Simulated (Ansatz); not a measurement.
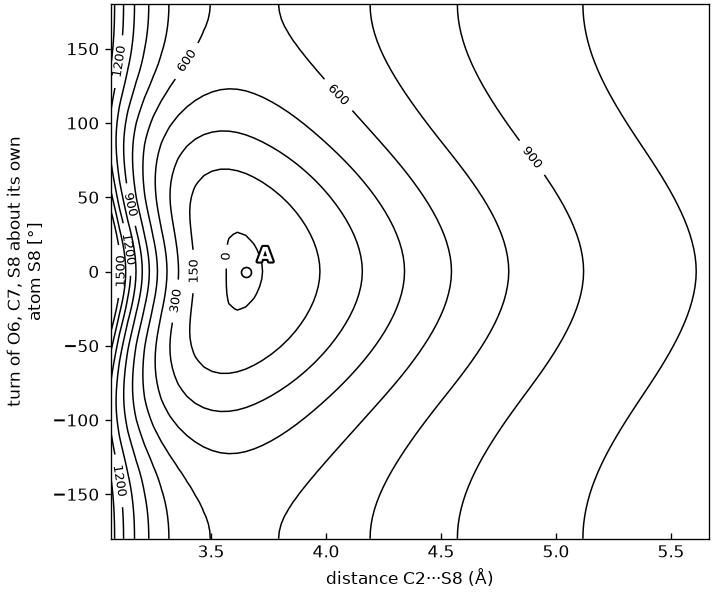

The pair CH₂F₂···COS. The turn is about an axis along (−0.22, 0.93, 0.28) in the frame of the relaxed pair, normal to the line between the partners. Coordinates scanned: (1) distance C2···S8; (2) turn of O6, C7, S8 about its own atom S8. The grid has 9 × 8 points. Points are written as (first, second). Energies: cm⁻¹, counted from the lowest grid point. All numbers below come from Ansatz 0.2.0, RHF-MP2, frozen core/def2-SVPD.

Drawn: contour lines labelled in cm⁻¹ (none above 1500), the point A. Between grid points the surface is interpolated.

What is the easiest way out of the well at A, and how high is the barrier?

The easiest path leads from the well at about (3.65 Å, 0°) to its copy one period on. Its highest point lies about 590 cm⁻¹ above the bottom of the first well on the interpolated surface, at about (3.63 Å, −180°). This is the barrier on the constrained surface; relaxing the other coordinates would change it.

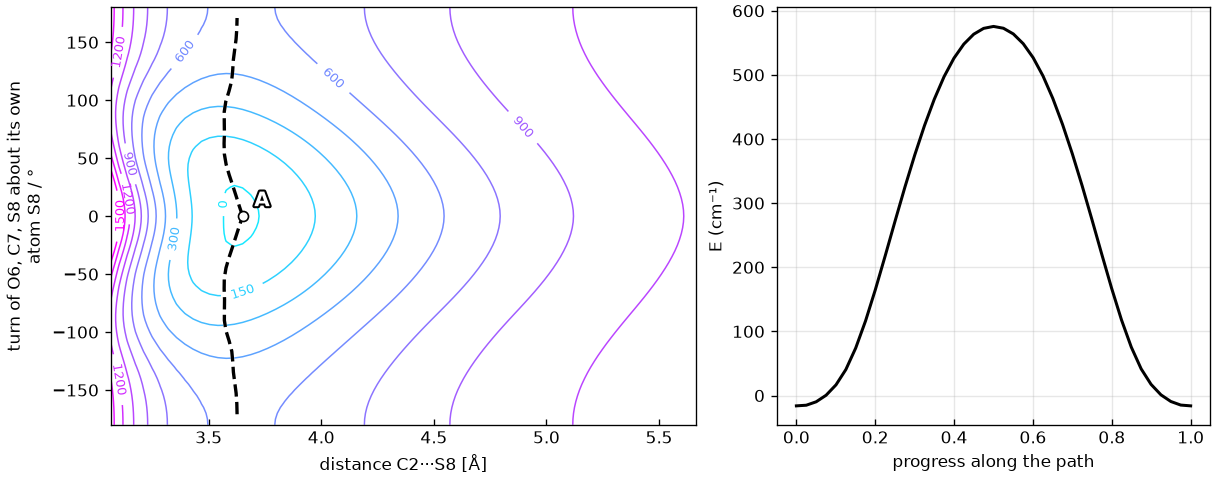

Drawn: contour lines labelled in cm⁻¹ (none above 1500), a line along the lowest path, the energy along the path at the right. Between grid points the surface is interpolated.
